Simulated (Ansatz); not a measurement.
**CH₄AlGaOS: how energies converge with the basis set**

Aim: see how fast density functionals converge with the basis set for CH₄AlGaOS.

Method: one geometry, several basis sets; program: Ansatz 0.2.0, Gaussian basis.

The runs, in order: PBE0-D4/def2-SVP; ωB97M-V/def2-SVP; PBE0-D4/def2-QZVPP; ωB97M-V/def2-QZVPP; the functionals' def2-TZVPP values are taken from earlier runs.

### 1 The relaxed structure

All runs share one geometry, relaxed beforehand with PBE0-D4 in a triple-zeta def2 set.

SMILES `[AlH2][O][GaH][CH]=S`, 9 atoms, charge 0, spin multiplicity 1.

Atoms are counted from 1 here; the program's logs count them from 0.

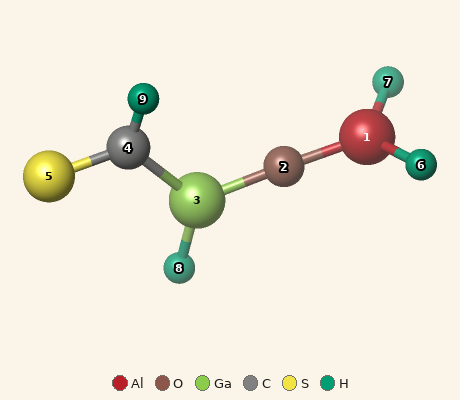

The structure; aluminium red, oxygen brown, gallium green, carbon grey, sulfur yellow, hydrogen teal; atoms are numbered from 1 in the order of the file.

### 2 PBE0-D4 in def2-SVP

File in.yaml:

```yaml
crystal:
  periodic: [false, false, false]
  atoms:
    - {symbol: Al, position_ang: [0.886652, 0.412225, -2.288815]}
    - {symbol: O, position_ang: [0.607063, 0.019589, -0.682287]}
    - {symbol: Ga, position_ang: [0.373808, -0.408693, 1.017469]}
    - {symbol: C, position_ang: [-1.442604, -0.110386, 1.741350]}
    - {symbol: S, position_ang: [-1.751173, -0.362112, 3.303495]}
    - {symbol: H, position_ang: [1.356360, 1.883194, -2.638002]}
    - {symbol: H, position_ang: [0.657414, -0.701607, -3.390529]}
    - {symbol: H, position_ang: [1.566690, -0.968842, 1.842036]}
    - {symbol: H, position_ang: [-2.254210, 0.236632, 1.095293]}
basis:
  gaussian: {orbitals: def2-SVP}
hamiltonian: {xc: pbe0, dispersion: d4}
output: {orbitals: {seedname: orbitals}}
```

Command:

```
$ ansatz run in.yaml --threads 4 --pin off --events-out ev --progress --plain --max-ram 10444MiB
```

What it wrote:

```text
Functional definition: PBE0
  name "PBE0"
  cite "Adamo & Barone, J. Chem. Phys. 110, 6158 (1999) doi:10.1063/1.478522"
  cite "Perdew, Burke & Ernzerhof, Phys. Rev. Lett. 77, 3865 (1996) doi:10.1103/PhysRevLett.77.3865"
  parent pbe
  parameter a = 0.25
  parameter kappa = 0.804
  parameter beta = 0.06672455060314922
  exchange = (1 - a)*pbe_x(kappa = kappa, mu = beta*pi^2/3) + a*exact_x
  correlation = pbe_c(beta = beta)
1119 factors; integrals over basis functions are off by at most 1.0e-3 eV
mean field evaluation 1: about -72919.1519 eV, gradient 6.8e1 eV
mean field evaluation 2: about -72869.0956 eV, gradient 1.6e2 eV
mean field evaluation 4: about -72927.4421 eV, gradient 1.6e1 eV
mean field evaluation 8: about -72928.1645 eV, gradient 1.2e0 eV
mean field evaluation 16: about -72928.1670 eV, gradient 1.6e-4 eV
mean field -72928.16700212 eV, -2680.0607048407 hartree, gradient 2.7e-5 eV, S^2 0.000000; 0 other end points of the search recorded, 0 dependent functions left out
reference -72928.16703726 eV, -2680.0607061321 hartree; 39, 39 occupied and 77, 77 virtual orbitals, 1119 factors
Total energy: -72928.35956199 eV, -2680.0677812856 hartree
```

Run time: 1.4 s. Hardware: 4 threads of Intel Xeon Platinum 8488C, shared host.

### 3 ωB97M-V in def2-SVP

Edit in.yaml of step 2 so:

```diff
@@ -14,3 +14,3 @@
   gaussian: {orbitals: def2-SVP}
-hamiltonian: {xc: pbe0, dispersion: d4}
+hamiltonian: {xc: {name: wB97M-V}}
 output: {orbitals: {seedname: orbitals}}
```

The command is unchanged.

What it wrote, shortened:

```text
Functional definition: wB97M-V
  name "wB97M-V"
  cite "Mardirossian & Head-Gordon, J. Chem. Phys. 144, 214110 (2016) doi:10.1063/1.4952647"
  cite "Becke, J. Chem. Phys. 107, 8554 (1997) doi:10.1063/1.475007"
  cite "Vydrov & Van Voorhis, J. Chem. Phys. 133, 244103 (2010) doi:10.1063/1.3521275"
  # Of w^i u^j: cxij and so on, Table III.
[...]
  gx(w, u) = 1 - cx + cx01*u + cx10*w
  gss(w, u) = css00 + css04*u^4 + css10*w + css20*w^2 + css43*w^4*u^3
  gos(w, u) = cos00 + cos10*w + (cos20 + cos21*u)*w^2 + (cos60 + cos61*u)*w^6
[...]
      + integral(e_c_pw_mod_opposite_spin*gos(b97_w_opposite, b97_u_opposite)) + vv10(b, c)
1119 factors; integrals over basis functions are off by at most 1.0e-3 eV
327 factors; integrals over basis functions are off by at most 1.2e-5 eV
[...]
mean field -72940.66765725 eV, -2680.5200954435 hartree, gradient 8.2e-5 eV, S^2 0.000000; 0 other end points of the search recorded, 0 dependent functions left out
reference -72940.66771383 eV, -2680.5200975230 hartree; 39, 39 occupied and 77, 77 virtual orbitals, 1119 factors
Total energy: -72940.66771383 eV, -2680.5200975230 hartree
```

Run time: 5.5 s. Hardware: 4 threads of Intel Xeon Platinum 8488C, shared host.

### 4 PBE0-D4 in def2-QZVPP

Edit in.yaml of step 3 so:

```diff
@@ -13,4 +13,4 @@
 basis:
-  gaussian: {orbitals: def2-SVP}
-hamiltonian: {xc: {name: wB97M-V}}
+  gaussian: {orbitals: "def2-QZVPP.json"}
+hamiltonian: {xc: pbe0, dispersion: d4}
 output: {orbitals: {seedname: orbitals}}
```

Launched as before.

What it wrote:

```text
Functional definition: PBE0
  name "PBE0"
  cite "Adamo & Barone, J. Chem. Phys. 110, 6158 (1999) doi:10.1063/1.478522"
  cite "Perdew, Burke & Ernzerhof, Phys. Rev. Lett. 77, 3865 (1996) doi:10.1103/PhysRevLett.77.3865"
  parent pbe
  parameter a = 0.25
  parameter kappa = 0.804
  parameter beta = 0.06672455060314922
  exchange = (1 - a)*pbe_x(kappa = kappa, mu = beta*pi^2/3) + a*exact_x
  correlation = pbe_c(beta = beta)
1958 factors; their error is unknown
mean field evaluation 1: about -72934.0866 eV, gradient 8.3e1 eV
mean field evaluation 2: about -72866.3096 eV, gradient 1.8e2 eV
mean field evaluation 4: about -72945.4426 eV, gradient 2.2e1 eV
mean field evaluation 8: about -72946.4490 eV, gradient 1.5e-1 eV
mean field evaluation 16: about -72946.6143 eV, gradient 1.6e-4 eV
mean field -72946.61428270 eV, -2680.7386298982 hartree, gradient 5.0e-5 eV, S^2 0.000000; 0 other end points of the search recorded, 0 dependent functions left out
reference -72946.61433305 eV, -2680.7386317484 hartree; 39, 39 occupied and 424, 424 virtual orbitals, 1958 factors
Total energy: -72946.80685778 eV, -2680.7457069019 hartree
```

Wall time 12 s (4 threads of Intel Xeon Platinum 8488C, shared host); peak memory 2.1 GiB.

### 5 ωB97M-V in def2-QZVPP

Edit in.yaml of step 4 so:

```diff
@@ -14,3 +14,3 @@
   gaussian: {orbitals: "def2-QZVPP.json"}
-hamiltonian: {xc: pbe0, dispersion: d4}
+hamiltonian: {xc: {name: wB97M-V}}
 output: {orbitals: {seedname: orbitals}}
```

Launched as before.

What it wrote, shortened:

```text
Functional definition: wB97M-V
  name "wB97M-V"
  cite "Mardirossian & Head-Gordon, J. Chem. Phys. 144, 214110 (2016) doi:10.1063/1.4952647"
  cite "Becke, J. Chem. Phys. 107, 8554 (1997) doi:10.1063/1.475007"
  cite "Vydrov & Van Voorhis, J. Chem. Phys. 133, 244103 (2010) doi:10.1063/1.3521275"
  # Of w^i u^j: cxij and so on, Table III.
[...]
  gx(w, u) = 1 - cx + cx01*u + cx10*w
  gss(w, u) = css00 + css04*u^4 + css10*w + css20*w^2 + css43*w^4*u^3
  gos(w, u) = cos00 + cos10*w + (cos20 + cos21*u)*w^2 + (cos60 + cos61*u)*w^6
[...]
      + integral(e_c_pw_mod_opposite_spin*gos(b97_w_opposite, b97_u_opposite)) + vv10(b, c)
1882 factors; their error is unknown
404 factors; integrals over basis functions are off by at most 2.4e-5 eV
[...]
mean field -72959.07709867 eV, -2681.1966299374 hartree, gradient 4.7e-5 eV, S^2 0.000000; 0 other end points of the search recorded, 0 dependent functions left out
reference -72959.07717905 eV, -2681.1966328916 hartree; 39, 39 occupied and 424, 424 virtual orbitals, 1882 factors
Total energy: -72959.07717905 eV, -2681.1966328916 hartree
```

Wall time 24 s (4 threads of Intel Xeon Platinum 8488C, shared host); peak memory 2.4 GiB.

### 6 Functionals by basis

The def2-TZVPP values come from earlier runs at the same geometry.

```tsv
functional	basis	functions	energy (eV)	from the largest (eV)	HOMO (eV)	LUMO (eV)
PBE0-D4	def2-SVP	116	-72928.3596	18.447	-6.25	-2.92
PBE0-D4	def2-TZVPP	250	-72944.8945	1.912	-6.37	-3.03
PBE0-D4	def2-QZVPP	463	-72946.8069	0.000	-6.39	-3.06
ωB97M-V	def2-SVP	116	-72940.6677	18.409	-8.37	-0.74
ωB97M-V	def2-TZVPP	250	-72957.2412	1.836	-8.52	-0.91
ωB97M-V	def2-QZVPP	463	-72959.0772	0.000	-8.56	-0.97
```

### 7 Outcome

```
                                       quantity           value
PBE0-D4: double and triple zeta above quadruple  18.45, 1.91 eV
ωB97M-V: double and triple zeta above quadruple  18.41, 1.84 eV
```

In words: For PBE0-D4 the step from double to triple zeta gains 16.53 eV and the next only 1.91 eV. Total energies overstate the basis error of differences, where much of it tends to cancel.

For PBE0-D4 the largest set took about 8 times as long as the smallest (12 s against 1.4 s).
